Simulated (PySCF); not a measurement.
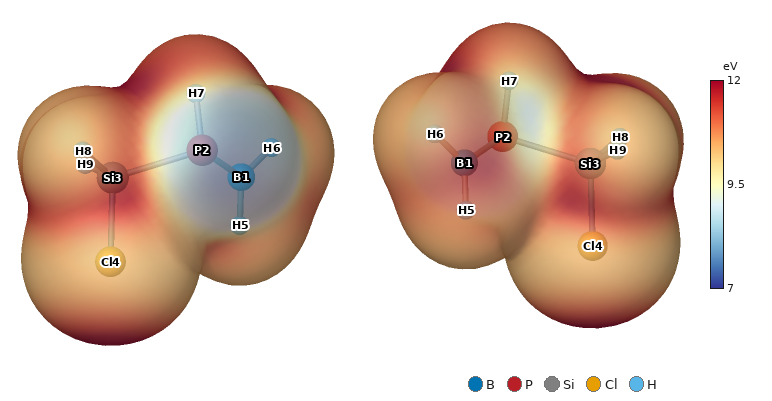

BClH$_{5}$PSi, SMILES `BP[SiH2]Cl`. Average local ionisation energy on the surface of electron density 0.001 a.u. (back view left, front view right).

PySCF calculation, B3LYP/cc-pVTZ, gas phase; geometry: GFN2-xTB. No frequency check shows the geometry to be a minimum. GFN2-xTB bond lengths at metals and heavier atoms can be off by up to 0.1 Å and shapes distorted, which carries into these values.

The calculation's input:

```python
import numpy as np
from pyscf import gto, scf, dft
from pyscf.scf import atom_ks, atom_hf
from scipy.linalg import block_diag

def solve(mol, dm0=None, hcore=None):
    mf = (dft.UKS if mol.spin else dft.RKS)(mol, xc='b3lyp')
    mf.grids.level = 3
    mf = mf.density_fit(auxbasis='def2-universal-jkfit')
    mf.conv_tol, mf.max_cycle = 1e-8, 80
    if hcore is not None:
        mf.get_hcore = lambda *args: hcore
    mf.kernel(dm0)
    if not mf.converged:
        mf = mf.newton().run(mf.mo_coeff, mf.mo_occ, max_cycle=30)
    assert mf.converged, 'SCF not converged'
    return mf

mol = gto.M(atom='''
B     -2.08825    -1.20055     0.45634
P     -1.48561     0.26258    -0.46099
Si     0.51796     0.82952     0.33030
Cl     1.81260    -0.62117    -0.16591
H     -1.40601    -2.14975     0.49900
H     -3.17993    -1.23137     0.87104
H     -2.23440     1.31387     0.02494
H      0.89258     2.06785    -0.34885
H      0.58758     1.01005     1.78313
''', basis='cc-pvtz', charge=0, spin=0, verbose=4)
mf = solve(mol)
mf.analyze()
# spherically averaged free atoms, for the promolecule
atm = atom_ks.get_atm_nrks(mol, xc='b3lyp')
pro = block_diag(*[(atm[a[0]][2] * atm[a[0]][3]) @ atm[a[0]][2].T for a in mol._atom])
np.savez('result.npz', e=mf.e_tot, c=mf.mo_coeff, occ=mf.mo_occ, eps=mf.mo_energy, pro=pro, dip=mf.dip_moment(verbose=0), s2=mf.spin_square()[0])
```

Launched as:

```sh
OMP_NUM_THREADS=1 python input.py
```

The run took 18 s on 1 thread of Intel(R) Xeon(R) Platinum 8488C (Sapphire Rapids), with other jobs on the host, peak memory 0.76 GiB.

Partitions, critical points and surface values were worked out afterwards from this run's density.

Where are the most loosely bound electrons on this surface?

The lowest value is 7.9 eV, 2.3 Å from P2. Further minima include 9.1 eV, over B1, off the plane of its three bonds (2.2 Å); 10.2 eV, 1.5 Å from H9; 10.2 eV, 2.1 Å from Cl4. For comparison, the highest occupied orbital lies at −7.4 eV.

What volume does the surface enclose, and what is the dipole moment?

About 141 Å³; the dipole moment is 1.4 D.
